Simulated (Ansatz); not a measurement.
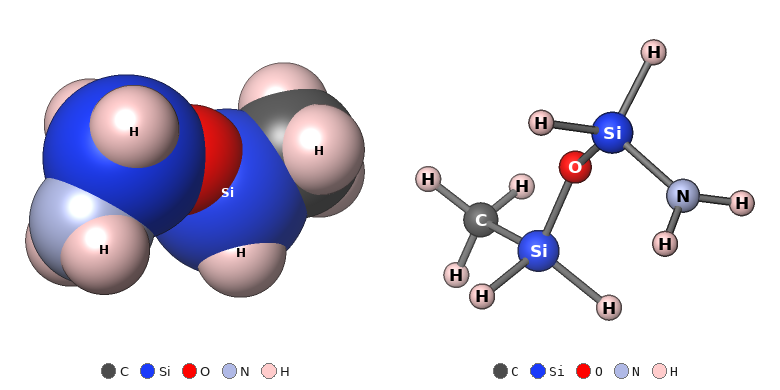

Two views of one molecule.

The computed structure is the end point of a PBE0-D4/def2-TZVP optimisation. No frequency run is at hand to confirm it as a minimum.

What is the molecular formula?

Answer. CH9NOSi2, 14 atoms: 1 carbon, 9 hydrogen, 1 nitrogen, 1 oxygen and 2 silicon.

What is its SMILES?

Answer. C[SiH2]O[SiH2]N

Name some functional groups or characteristic bonds that it holds.

Answer. Among them: Si–H bond, Si–O bond, Si–N bond.

Does it have rings?

Answer. It has no ring.

The parts below concern this one geometry. Atoms keep their numbers from picture to picture.

**Levels of theory compared**

No frequency run is at hand to confirm it as a minimum. Program: Ansatz 0.2.0.

Tabulate HOMO–LUMO gap (eV) at these levels: B3LYP-D4/def2-TZVPP; PBE-D4/def2-TZVPP; PBE0-D4/def2-TZVPP; r2SCAN-D4/def2-TZVPP; ωB97M-V/def2-TZVPP; ωB97X-V/def2-TZVPP.

| level | HOMO–LUMO gap (eV) |
| --- | --- |
| B3LYP-D4/def2-TZVPP | 7.73 |
| PBE-D4/def2-TZVPP | 5.99 |
| PBE0-D4/def2-TZVPP | 8.27 |
| r2SCAN-D4/def2-TZVPP | 6.78 |
| ωB97M-V/def2-TZVPP | 12.16 |
| ωB97X-V/def2-TZVPP | 12.65 |

**Charges**

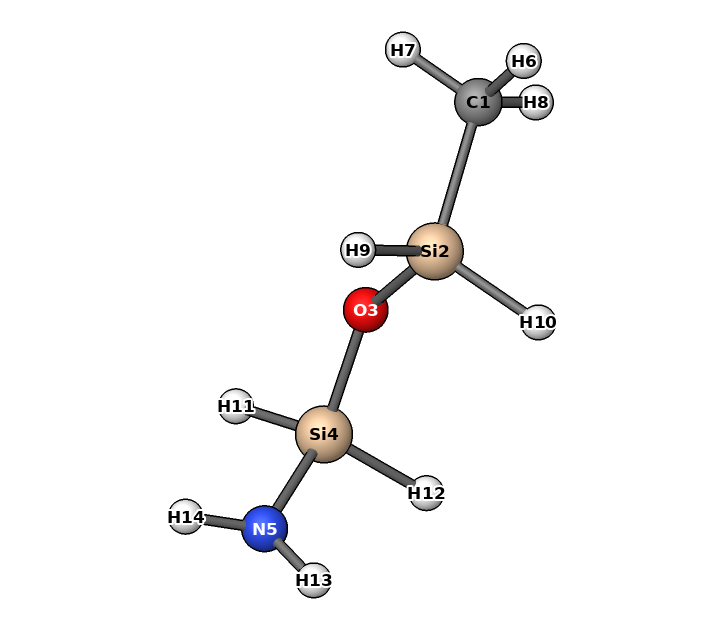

The questions are on Mulliken charges. No frequency run is at hand to confirm it as a minimum. Properties computed with RKS PBE-D4/def2-TZVPP (Ansatz 0.2.0).

Which atom carries the highest charge (most positive or least negative)?

Answer. Si2 (0.40 e).

And the lowest?

Answer. N5 (−0.38 e).

List the Mulliken charges.

```
atom  value (e)
  C1      −0.37
 Si2       0.40
  O3      −0.31
 Si4       0.39
  N5      −0.38
  H6       0.10
  H7       0.11
  H8       0.11
  H9      −0.09
 H10      −0.09
 H11      −0.08
 H12      −0.08
 H13       0.15
 H14       0.15
```

**Dipole moment**

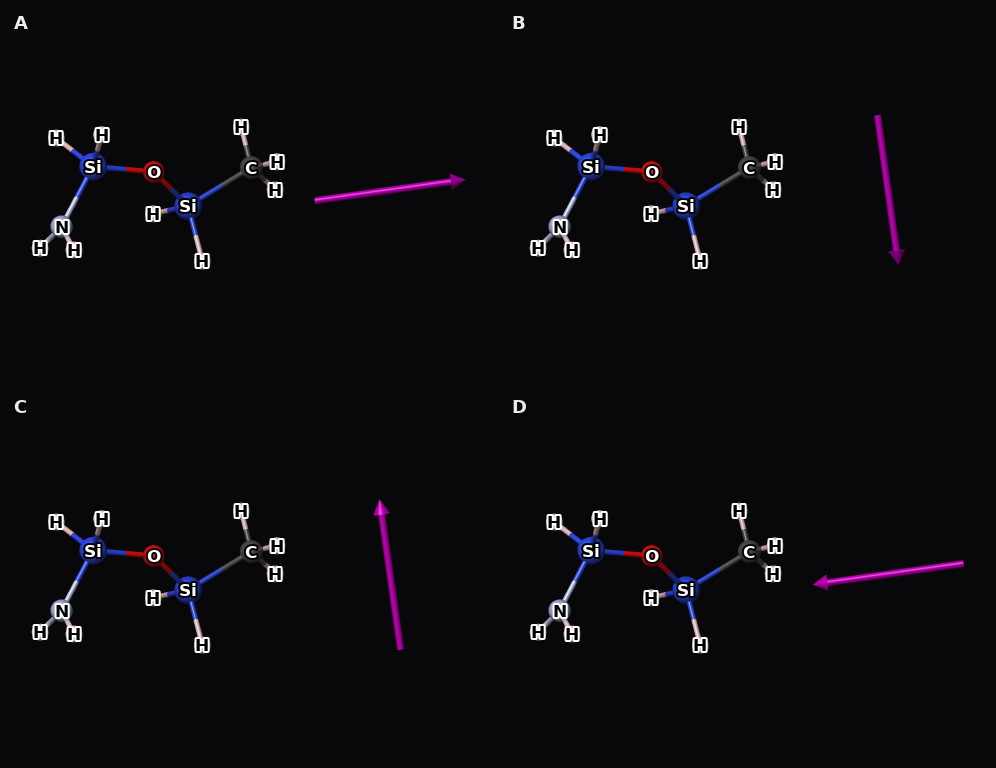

The same molecule four times, each with an arrow. No frequency run is at hand to confirm it as a minimum. Level of theory: RKS B3LYP-D4/def2-TZVPP (Ansatz 0.2.0).

Which arrow points along the dipole moment, from the negative to the positive end?

Answer. B. The dipole moment is 1.13 D.

Mulliken values depend strongly on the basis set and can even reverse the polarity of a bond.
